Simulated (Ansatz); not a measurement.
Run report: Si4H12O4, geometry relaxation (part 2 of 3)

Continued. System: Si4H12O4. Method: RKS PBE0-D4/def2-TZVP (Ansatz 0.2.0). The geometry is a transition state displaced along its imaginary mode. The reaction was set up to form Si1–O10 and O2–H9 and to break Si1–O2 and H9–O10 (atoms counted from 1 in the order of the input); sticks are drawn by distance alone.

Geometry of the input (Å):
```
Si -1.0094  0.2522  0.4529
O  -0.0246  0.4166  -1.3046
Si 1.0806  -0.6618  -1.9495
O  -0.1505  1.5432  1.0084
Si 1.0491  2.5524  0.5262
O  -0.2356  -1.2114  0.6036
Si -0.3084  -2.4933  1.6437
H  -2.0253  0.1215  1.5093
H  -0.9110  0.5976  -1.5540
O  -2.1458  0.5533  -0.8187
H  0.4462  -1.9703  -2.2172
H  1.5260  -0.0416  -3.2172
H  2.2337  -0.8158  -1.0340
H  2.2750  1.7984  0.1466
H  0.6151  3.3754  -0.6338
H  1.3741  3.4535  1.6599
H  -0.5231  -3.7427  0.8637
H  -1.4186  -2.3312  2.6150
H  0.9727  -2.6150  2.3888
H  -2.8203  1.2190  -0.6891
```

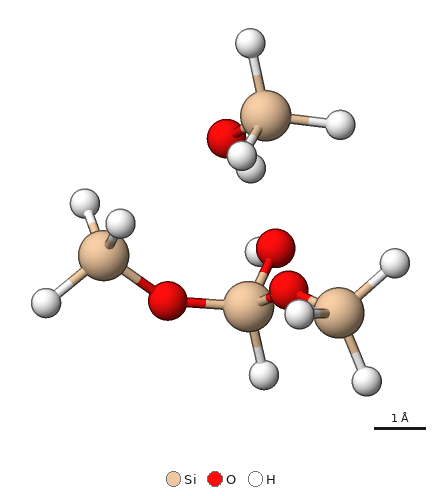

The geometry at step 19 of the log (ball-and-stick view, seen at a tilt).

Output, continued:
```
Atom 18 at     1.355031    -1.523856     1.843411 Å, force     0.000017    -0.000002    -0.000035 eV/Å
Atom 19 at    -2.809295     1.303355    -0.826006 Å, force     0.000268     0.000156     0.000797 eV/Å
Dipole moment:    -0.330326     0.102888     0.160695 e Å
```

Trajectory as extended XYZ (Å, eV, eV/Å), 24 of the 71 frames kept, from step=1 to step=71:
```
20
Properties=species:S:1:pos:R:3:forces:R:3 step=1 energy=-39883.22054
Si   -1.0094    0.2522    0.4529   -0.2149   0.1567   0.6244
O    -0.0246    0.4166   -1.3046    4.1388  -0.8025   0.8825
Si    1.0806   -0.6618   -1.9495   -0.0812   0.0239  -0.1073
O    -0.1505    1.5432    1.0084   -0.1202  -0.1658  -0.1428
Si    1.0491    2.5524    0.5262   -0.0582  -0.0742  -0.0020
O    -0.2356   -1.2114    0.6036   -0.1920   0.0905  -0.0916
Si   -0.3084   -2.4933    1.6437   -0.0118   0.1127  -0.1419
H    -2.0253    0.1215    1.5093   -0.1256  -0.0064   0.3529
H    -0.9110    0.5976   -1.5540   -2.3981   0.6046  -2.0016
O    -2.1458    0.5533   -0.8187   -0.5882   0.0029   0.4593
H     0.4462   -1.9703   -2.2172   -0.0288  -0.0360  -0.0208
H     1.5260   -0.0416   -3.2172    0.0588  -0.0378  -0.0935
H     2.2337   -0.8158   -1.0340   -0.1281   0.0985   0.0353
H     2.2750    1.7984    0.1466   -0.0239   0.0047  -0.0013
H     0.6151    3.3754   -0.6338    0.0003   0.0011   0.0022
H     1.3741    3.4535    1.6599   -0.0219  -0.0233   0.0089
H    -0.5231   -3.7427    0.8637    0.0133   0.0896  -0.0159
H    -1.4186   -2.3312    2.6150   -0.0198   0.0257  -0.0018
H     0.9727   -2.6150    2.3888   -0.0117   0.0683  -0.0654
H    -2.8203    1.2190   -0.6891   -0.1869  -0.1331   0.3205
20
Properties=species:S:1:pos:R:3:forces:R:3 step=4 energy=-39883.92318
Si   -1.1555    0.3220    0.6604    0.1562   0.1268   0.2003
O     0.1919    0.4823   -1.3419    0.1224   0.1336  -0.8629
Si    1.1947   -0.6815   -1.9932   -0.4015   0.2811   0.2960
O    -0.2044    1.5812    1.0607   -0.1979  -0.2932   0.0754
Si    1.0050    2.5158    0.4694    0.0906   0.0058  -0.0448
O    -0.3880   -1.1259    0.6144   -0.2771  -0.0471   0.3965
Si   -0.3470   -2.4709    1.5694   -0.0364   0.0956  -0.0713
H    -2.1418    0.2653    1.7661    0.0280  -0.0855   0.0452
H    -0.6844    0.6960   -1.7275    0.6649  -0.2355   0.0224
O    -2.1061    0.5938   -0.6817   -0.4925   0.1211   0.3113
H     0.4677   -1.9594   -2.1936    0.0270  -0.0300  -0.0359
H     1.7077   -0.1991   -3.2971    0.0886  -0.0247  -0.0578
H     2.2811   -0.8410   -1.0017    0.0515  -0.0362  -0.0855
H     2.2109    1.7215    0.1152   -0.0435   0.0384   0.0080
H     0.5438    3.3147   -0.6948    0.0232  -0.0275  -0.0107
H     1.3732    3.4512    1.5594    0.0041   0.0391   0.0470
H    -0.5470   -3.6704    0.7174    0.0243   0.0405  -0.0215
H    -1.4223   -2.4295    2.6002    0.0439   0.0377  -0.0502
H     0.9727   -2.5564    2.2446   -0.0073   0.0142  -0.0268
H    -2.9523    0.9904   -0.4459    0.1316  -0.1541  -0.1346
20
Properties=species:S:1:pos:R:3:forces:R:3 step=7 energy=-39884.23798
Si   -1.3414    0.4135    0.8758    0.0731   0.1039   0.2870
O     0.4010    0.6153   -1.7495    0.0107  -0.0597  -0.1248
Si    1.2768   -0.7137   -2.1911   -0.2131   0.0273   0.1659
O    -0.2802    1.6002    1.1281   -0.0734  -0.0796  -0.0848
Si    0.9721    2.5041    0.5673    0.0764   0.0237   0.0507
O    -0.5862   -1.0176    0.8122   -0.1088  -0.0315   0.0711
Si   -0.3351   -2.4433    1.5832    0.1304  -0.0273  -0.0884
H    -2.3164    0.4537    1.9857   -0.0094  -0.0541   0.0066
H    -0.5622    0.5807   -1.7979    0.0534  -0.0034  -0.0212
O    -2.1515    0.6075   -0.5406    0.0064  -0.0583  -0.1560
H     0.4139   -1.9292   -2.1910    0.0531   0.0217  -0.0028
H     1.8698   -0.5557   -3.5429   -0.0075   0.0489  -0.0452
H     2.3734   -0.8623   -1.2058    0.0328  -0.0306   0.0095
H     2.1756    1.6723    0.3224   -0.0292  -0.0073  -0.0067
H     0.5915    3.2538   -0.6524   -0.0126   0.0120   0.0181
H     1.2811    3.4679    1.6569    0.0049   0.0134  -0.0272
H    -0.4419   -3.5424    0.5909    0.0053   0.0316   0.0131
H    -1.3387   -2.6601    2.6584   -0.0260   0.0681  -0.0156
H     1.0252   -2.4397    2.1817   -0.0412  -0.0033  -0.0186
H    -3.0268    0.9952   -0.4917    0.0744   0.0045  -0.0308
20
Properties=species:S:1:pos:R:3:forces:R:3 step=10 energy=-39884.26818
Si   -1.3503    0.4321    0.8904   -0.0963  -0.0269   0.0900
O     0.3615    0.6472   -1.9170   -0.1099   0.0544   0.0037
Si    1.2061   -0.7352   -2.1840    0.0188  -0.0372   0.0125
O    -0.3020    1.6242    1.1440   -0.0066   0.0254  -0.0345
Si    0.9754    2.5213    0.6255    0.0283   0.0104   0.0033
O    -0.5946   -0.9936    0.8901    0.0158   0.0132  -0.0193
Si   -0.2817   -2.4465    1.5751   -0.0101  -0.0002  -0.0278
H    -2.3828    0.4873    1.9445   -0.0050   0.0064  -0.0076
H    -0.5941    0.5900   -1.7716    0.0850   0.0054  -0.0020
O    -2.0682    0.5640   -0.5883    0.2413  -0.1876  -0.0229
H     0.3346   -1.9358   -2.0600    0.0008   0.0044  -0.0103
H     1.8019   -0.7081   -3.5456    0.0023  -0.0095  -0.0066
H     2.3081   -0.8263   -1.1920    0.0102  -0.0213   0.0078
H     2.1473    1.6593    0.3439   -0.0061  -0.0087  -0.0013
H     0.6041    3.3141   -0.5687   -0.0096   0.0050  -0.0074
H     1.3081    3.4469    1.7381    0.0072   0.0026   0.0064
H    -0.3636   -3.4933    0.5284    0.0013   0.0006   0.0059
H    -1.2809   -2.7257    2.6408    0.0113   0.0047  -0.0089
H     1.0787   -2.4311    2.1647    0.0097   0.0048   0.0020
H    -2.9077    1.0093   -0.6586   -0.1884   0.1542   0.0173
20
Properties=species:S:1:pos:R:3:forces:R:3 step=13 energy=-39884.27244
Si   -1.3663    0.4288    0.8961    0.0012  -0.0583   0.0228
O     0.3621    0.6451   -1.9025   -0.0532   0.0541  -0.0348
Si    1.2021   -0.7404   -2.1741    0.0140  -0.0297   0.0119
O    -0.3293    1.6350    1.1340   -0.0358   0.0549  -0.0041
Si    0.9624    2.5145    0.6195    0.0142  -0.0254   0.0018
O    -0.5880   -0.9853    0.8907   -0.0147   0.0060  -0.0112
Si   -0.2652   -2.4381    1.5717   -0.0181   0.0094  -0.0188
H    -2.3913    0.4750    1.9562   -0.0050   0.0156   0.0059
H    -0.5941    0.5857   -1.7707    0.0353  -0.0187   0.0387
O    -2.0899    0.5316   -0.5822    0.5709  -0.4571   0.0292
H     0.3184   -1.9342   -2.0845   -0.0066  -0.0034  -0.0043
H     1.8222   -0.7006   -3.5243    0.0034  -0.0001  -0.0082
H     2.2856   -0.8564   -1.1649    0.0113  -0.0171   0.0124
H     2.1145    1.6339    0.3180    0.0077  -0.0024   0.0038
H     0.5935    3.3268   -0.5620   -0.0047   0.0149  -0.0120
H     1.3215    3.4195    1.7405    0.0022   0.0097   0.0078
H    -0.3505   -3.4862    0.5268    0.0027   0.0009  -0.0006
H    -1.2557   -2.7205    2.6443    0.0102   0.0009  -0.0055
H     1.0991   -2.4164    2.1519    0.0119   0.0032   0.0007
H    -2.8510    1.0825   -0.6848   -0.5467   0.4426  -0.0356
20
Properties=species:S:1:pos:R:3:forces:R:3 step=16 energy=-39884.28209
Si   -1.3866    0.4330    0.8924   -0.1996   0.0145   0.2342
O     0.3509    0.6291   -1.9498    0.0375   0.0588   0.0270
Si    1.1961   -0.7614   -2.1729    0.0782  -0.0961  -0.0743
O    -0.3915    1.6801    1.1022    0.1103   0.0259  -0.0732
Si    0.9491    2.5106    0.6250   -0.0128   0.0937   0.0249
O    -0.5810   -0.9618    0.8898    0.0592  -0.0714  -0.0392
Si   -0.2364   -2.4208    1.5522   -0.0081   0.0035  -0.0010
H    -2.3927    0.4782    1.9735    0.0305  -0.0165  -0.0150
H    -0.5771    0.5430   -1.7035   -0.1776   0.0138  -0.0165
O    -2.1472    0.4957   -0.5690    0.1826  -0.0868  -0.0416
H     0.2974   -1.9471   -2.1446   -0.0076  -0.0009   0.0361
H     1.8666   -0.7108   -3.4984    0.0246   0.0179   0.0213
H     2.2402   -0.9114   -1.1225   -0.0333  -0.0057  -0.0024
H     2.0936    1.6060    0.3643   -0.0436  -0.0401  -0.0163
H     0.6324    3.3358   -0.5654    0.0169  -0.0344  -0.0001
H     1.3066    3.4125    1.7498   -0.0145  -0.0064   0.0120
H    -0.3369   -3.4644    0.5039    0.0099   0.0216  -0.0080
H    -1.2018   -2.7204    2.6418   -0.0049   0.0165  -0.0050
H     1.1378   -2.3934    2.1101    0.0004   0.0117  -0.0213
H    -2.8198    1.1676   -0.6789   -0.0483   0.0805  -0.0414
20
Properties=species:S:1:pos:R:3:forces:R:3 step=19 energy=-39884.29756
Si   -1.3958    0.4567    0.9211    0.0176  -0.0028  -0.0120
O     0.2704    0.5647   -2.0099   -0.0472  -0.0293   0.0008
Si    1.1641   -0.8071   -2.1565   -0.0027   0.0232  -0.0050
O    -0.4201    1.7229    1.1285   -0.0055   0.0032   0.0013
Si    0.9360    2.5222    0.6434    0.0088  -0.0068   0.0094
O    -0.5622   -0.9230    0.8914   -0.0131   0.0109  -0.0028
Si   -0.1908   -2.3918    1.5135    0.0038   0.0033   0.0093
H    -2.3990    0.4675    2.0014   -0.0017   0.0026  -0.0008
H    -0.6456    0.4659   -1.7095    0.0428   0.0377  -0.0146
O    -2.1309    0.5170   -0.5564   -0.2617   0.2760  -0.0212
H     0.2901   -2.0082   -2.2555    0.0032  -0.0064  -0.0016
H     1.9887   -0.6897   -3.3856    0.0085  -0.0050   0.0031
H     2.0788   -0.9831   -0.9956   -0.0039  -0.0136   0.0117
H     2.0389    1.5689    0.3770   -0.0042  -0.0041  -0.0054
H     0.6405    3.3362   -0.5589   -0.0007  -0.0026  -0.0015
H     1.3237    3.4193    1.7612   -0.0059   0.0031  -0.0004
H    -0.3160   -3.4114    0.4454    0.0080   0.0014  -0.0028
H    -1.1253   -2.7129    2.6238   -0.0010  -0.0030  -0.0002
H     1.1986   -2.3623    2.0303    0.0040  -0.0028  -0.0094
H    -2.7442    1.2483   -0.7091    0.2509  -0.2849   0.0422
20
Properties=species:S:1:pos:R:3:forces:R:3 step=22 energy=-39884.30315
Si   -1.4283    0.4841    0.9407   -0.0102   0.0176   0.0010
O     0.2078    0.5025   -2.0995   -0.0392   0.0207   0.0189
Si    1.1335   -0.8516   -2.1682    0.0189   0.0013   0.0283
O    -0.4595    1.7554    1.1663    0.0268  -0.0014  -0.0070
Si    0.9280    2.4988    0.6751   -0.0168  -0.0228  -0.0202
O    -0.5939   -0.8931    0.9020   -0.0150  -0.0251   0.0150
Si   -0.1387   -2.3501    1.4980    0.0235   0.0352  -0.0070
H    -2.4394    0.4839    2.0129    0.0024   0.0006  -0.0023
H    -0.6803    0.4390   -1.7153    0.0743  -0.0328  -0.0320
O    -2.1448    0.5571   -0.5439   -0.0462   0.0531  -0.0253
H     0.2985   -2.0676   -2.4008    0.0632   0.0464  -0.0022
H     2.0966   -0.6636   -3.2877   -0.0654  -0.0337   0.0597
H     1.9148   -1.0587   -0.9105   -0.0507  -0.0098  -0.0722
H     1.9840    1.4939    0.4071    0.0089   0.0004   0.0088
H     0.6599    3.3028   -0.5409   -0.0002   0.0095   0.0082
H     1.3571    3.3930    1.7787   -0.0071   0.0002   0.0047
H    -0.2404   -3.3603    0.4182   -0.0097   0.0021   0.0057
H    -1.0274   -2.7246    2.6296    0.0011  -0.0009  -0.0180
H     1.2620   -2.2645    1.9773   -0.0055   0.0046   0.0000
H    -2.6898    1.3238   -0.7393    0.0469  -0.0649   0.0356
20
Properties=species:S:1:pos:R:3:forces:R:3 step=25 energy=-39884.30522
Si   -1.4284    0.4856    0.9336    0.0264   0.0148  -0.0060
O     0.2263    0.5123   -2.0558   -0.0246  -0.0113   0.0044
Si    1.1264   -0.8584   -2.1477    0.0272  -0.0415  -0.0146
O    -0.4535    1.7536    1.1462    0.0057   0.0105  -0.0065
Si    0.9321    2.5068    0.6673   -0.0228  -0.0075   0.0154
O    -0.5935   -0.8909    0.8914   -0.0147  -0.0351   0.0195
Si   -0.1282   -2.3454    1.4837   -0.0122   0.0121  -0.0165
H    -2.4299    0.4899    2.0148    0.0012   0.0017  -0.0012
H    -0.6777    0.4378   -1.7153    0.0422   0.0034  -0.0045
O    -2.1591    0.5528   -0.5442    0.0120  -0.0277   0.0045
H     0.2792   -2.0548   -2.4145   -0.0070   0.0211   0.0107
H     2.0933   -0.6836   -3.2621   -0.0132   0.0168   0.0345
H     1.8944   -1.1127   -0.8942   -0.0211   0.0159  -0.0291
H     2.0020    1.5119    0.4162    0.0003   0.0044  -0.0087
H     0.6697    3.3176   -0.5455    0.0062  -0.0109  -0.0017
H     1.3395    3.4030    1.7782    0.0010  -0.0017   0.0014
H    -0.2283   -3.3537    0.4022    0.0121   0.0018  -0.0022
H    -1.0214   -2.7322    2.6071    0.0123   0.0058   0.0048
H     1.2711   -2.2522    1.9656   -0.0077   0.0001   0.0024
H    -2.7142    1.3124   -0.7271   -0.0233   0.0273  -0.0064
20
Properties=species:S:1:pos:R:3:forces:R:3 step=28 energy=-39884.30904
Si   -1.4743    0.4997    0.9290    0.0121  -0.0100  -0.0035
O     0.2188    0.5124   -2.0542   -0.0086  -0.0025   0.0058
Si    1.0944   -0.8739   -2.1444    0.0293   0.0091  -0.0063
O    -0.4580    1.7365    1.1316    0.0101   0.0015   0.0120
Si    0.9488    2.4582    0.6711   -0.0062  -0.0078  -0.0146
O    -0.6986   -0.9096    0.9129    0.0072  -0.0720   0.0245
Si   -0.0819   -2.3149    1.4852    0.0142   0.0609  -0.0081
H    -2.4837    0.5610    2.0014    0.0028  -0.0039  -0.0100
H    -0.6863    0.4527   -1.7160   -0.0094  -0.0010   0.0037
O    -2.1882    0.5719   -0.5568   -0.0276   0.0471  -0.0160
H     0.2404   -2.0338   -2.5283    0.0277   0.0172   0.0112
H     2.1479   -0.6553   -3.1683   -0.0269  -0.0151   0.0172
H     1.7633   -1.1965   -0.8503   -0.0190  -0.0097  -0.0279
H     2.0014    1.4414    0.4328    0.0005  -0.0018   0.0086
H     0.7241    3.2666   -0.5503   -0.0016   0.0058   0.0045
H     1.3598    3.3483    1.7855    0.0040  -0.0025  -0.0004
H    -0.0875   -3.3180    0.3931   -0.0112   0.0158   0.0131
H    -0.9188   -2.7977    2.6159    0.0139   0.0118  -0.0217
H     1.3083   -2.0905    1.9563   -0.0352  -0.0022  -0.0015
H    -2.7299    1.3417   -0.7462    0.0240  -0.0409   0.0093
20
Properties=species:S:1:pos:R:3:forces:R:3 step=31 energy=-39884.30859 accepted=F
Si   -1.5177    0.5056    0.9093   -0.0725  -0.0889   0.0151
O     0.1863    0.5179   -2.0437    0.0747  -0.0257   0.0033
Si    1.0773   -0.8549   -2.1698   -0.0261  -0.0194  -0.0480
O    -0.4574    1.7021    1.1302   -0.0242  -0.0445   0.0101
Si    0.9732    2.3804    0.6818    0.0581   0.0192  -0.0332
O    -0.8175   -0.9437    0.9359    0.1321  -0.1327   0.0439
Si   -0.0459   -2.2713    1.5253   -0.0522   0.2049  -0.0574
H    -2.5582    0.6194    1.9477    0.0199   0.0188  -0.0041
H    -0.7187    0.4468   -1.7070   -0.0492   0.0211  -0.0092
O    -2.2003    0.5947   -0.5940    0.0711  -0.0691   0.1048
H     0.2534   -2.0019   -2.6467    0.0144   0.0191   0.0111
H     2.1641   -0.5778   -3.1400    0.0056   0.0009   0.0013
H     1.6966   -1.2495   -0.8733   -0.0028   0.0119   0.0171
H     1.9925    1.3287    0.4445   -0.0085   0.0086  -0.0002
H     0.7836    3.2082   -0.5331    0.0001  -0.0074   0.0143
H     1.4144    3.2469    1.8041   -0.0132  -0.0103   0.0007
H     0.0327   -3.2858    0.4444   -0.0024   0.0408   0.0467
H    -0.8270   -2.8145    2.6696    0.0351   0.0211  -0.0373
H     1.3242   -1.9062    1.9868   -0.1328  -0.0161  -0.0479
H    -2.7555    1.3549   -0.7721   -0.0272   0.0477  -0.0312
20
Properties=species:S:1:pos:R:3:forces:R:3 step=34 energy=-39884.31289
Si   -1.5251    0.4972    0.9080    0.0083   0.0076  -0.0028
O     0.1956    0.5251   -2.0448   -0.0142  -0.0092   0.0006
Si    1.0800   -0.8506   -2.1844   -0.0015  -0.0022  -0.0044
O    -0.4647    1.6936    1.1331   -0.0099  -0.0079  -0.0033
Si    0.9714    2.3650    0.6860    0.0079  -0.0059  -0.0025
O    -0.8089   -0.9427    0.9226    0.0242  -0.0912   0.0088
Si   -0.0465   -2.2566    1.5382   -0.0086   0.0964  -0.0296
H    -2.5625    0.6057    1.9492    0.0069   0.0032  -0.0003
H    -0.7153    0.4568   -1.7209    0.0241   0.0019  -0.0101
O    -2.2044    0.5878   -0.5947    0.0235  -0.0289   0.0438
H     0.2548   -1.9906   -2.6737    0.0059   0.0148   0.0080
H     2.1719   -0.5681   -3.1478   -0.0016  -0.0014  -0.0010
H     1.6944   -1.2534   -0.8875   -0.0056  -0.0032   0.0014
H     1.9808    1.3088    0.4290   -0.0059   0.0082   0.0053
H     0.7831    3.2105   -0.5162   -0.0014  -0.0006   0.0072
H     1.4218    3.2114    1.8200   -0.0052  -0.0067  -0.0057
H     0.0272   -3.2949    0.4832   -0.0048   0.0062   0.0091
H    -0.8197   -2.7720    2.6976    0.0023   0.0036  -0.0041
H     1.3208   -1.8835    1.9826   -0.0311  -0.0047  -0.0092
H    -2.7549    1.3506   -0.7795   -0.0133   0.0201  -0.0111
20
Properties=species:S:1:pos:R:3:forces:R:3 step=38 energy=-39884.31690
Si   -1.5618    0.4667    0.8746    0.0164   0.0076  -0.0146
O     0.1951    0.5370   -2.0531   -0.0185   0.0133  -0.0008
Si    1.0652   -0.8445   -2.2199   -0.0122   0.0123   0.0179
O    -0.4690    1.6227    1.1529    0.0121  -0.0019  -0.0220
Si    0.9809    2.2784    0.7234   -0.0124  -0.0038   0.0139
O    -0.8886   -0.9978    0.8370    0.0069  -0.0426   0.0380
Si   -0.0164   -2.1806    1.5673   -0.0066   0.0242  -0.0540
H    -2.5995    0.5707    1.9151   -0.0064  -0.0035   0.0015
H    -0.7223    0.4747   -1.7480    0.0215  -0.0074  -0.0050
O    -2.2258    0.6198   -0.6276    0.0100  -0.0087   0.0056
H     0.2384   -1.9533   -2.7703    0.0033  -0.0025  -0.0075
H     2.1857   -0.5366   -3.1408    0.0044  -0.0097  -0.0105
H     1.6385   -1.3017   -0.9228    0.0027  -0.0073   0.0041
H     1.9700    1.2111    0.4372   -0.0037   0.0027   0.0028
H     0.8096    3.1620   -0.4535   -0.0012   0.0002   0.0056
H     1.4462    3.0816    1.8826   -0.0047  -0.0052  -0.0090
H     0.1205   -3.3100    0.6161   -0.0047   0.0257   0.0254
H    -0.7330   -2.6352    2.7876    0.0094   0.0054  -0.0062
H     1.3234   -1.6635    1.9442   -0.0149  -0.0086   0.0046
H    -2.7573    1.3986   -0.8019   -0.0016   0.0098   0.0103
```
